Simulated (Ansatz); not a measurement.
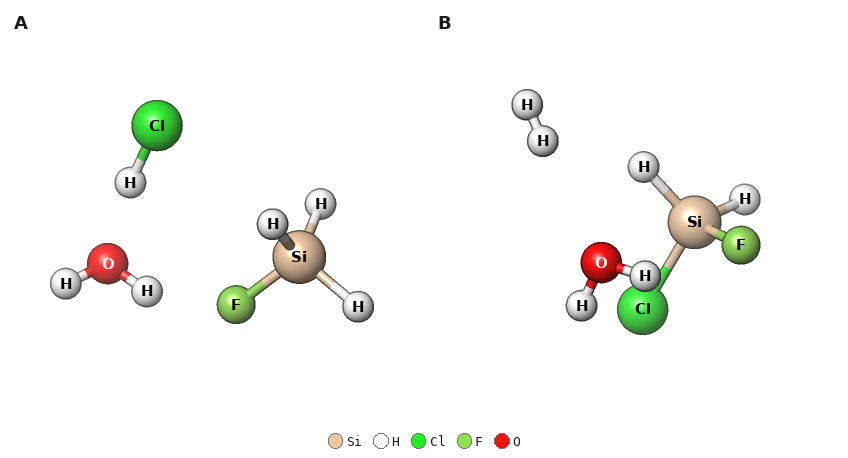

2 stationary structures of one formula. Geometries: PBE0-D4/def2-TZVP. Electronic energies: CCSD(T)/CBS (MP2 limit from def2-TZVPP and def2-QZVPP plus CCSD(T) − MP2) (Ansatz 0.2.0), without zero-point energy. Each is one conformer, not always the lowest.

Question: Rank them by energy, lowest first.

Answer: B is lowest (a minimum); A lies 0.622 eV above it (a minimum).

Give E(B) − E(A) in eV at these levels too: B2PLYP (frozen core)/def2-TZVPP; r2SCAN-D4/def2-TZVPP; BLYP-D4/def2-TZVPP; B3LYP-D4/def2-TZVPP; PBE0-D4/def2-TZVP; PBE0-D4/def2-TZVPP; RHF-MP2 (frozen core)/def2-QZVPP; PBE-D4/STO-3G.

```csv
level,E(B) − E(A) (eV)
B2PLYP (frozen core)/def2-TZVPP,−0.566
r2SCAN-D4/def2-TZVPP,−0.617
BLYP-D4/def2-TZVPP,−0.550
B3LYP-D4/def2-TZVPP,−0.549
PBE0-D4/def2-TZVP,−0.564
PBE0-D4/def2-TZVPP,−0.550
RHF-MP2 (frozen core)/def2-QZVPP,−0.664
PBE-D4/STO-3G,−0.159
```
